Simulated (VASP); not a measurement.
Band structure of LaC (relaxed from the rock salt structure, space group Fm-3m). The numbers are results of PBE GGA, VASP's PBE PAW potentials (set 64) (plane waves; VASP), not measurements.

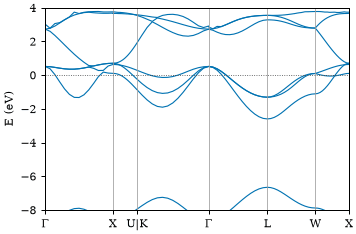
Fig. 1. Bands along high-symmetry lines, zero at the valence-band maximum or, without a gap, the Fermi level

Question: Read the plot: is there a gap, and where are the band edges?

Answer: It has no gap at this level: it comes out as a metal or semimetal. (Edges off the drawn lines would not show.)

The structure was generated: LaC was put into the rock salt type (Fm-3m), which need not be its known phase. It was relaxed first, which changed the volume by -30 %. The electron count is odd and the run is not spin-polarised, which forces a metal.
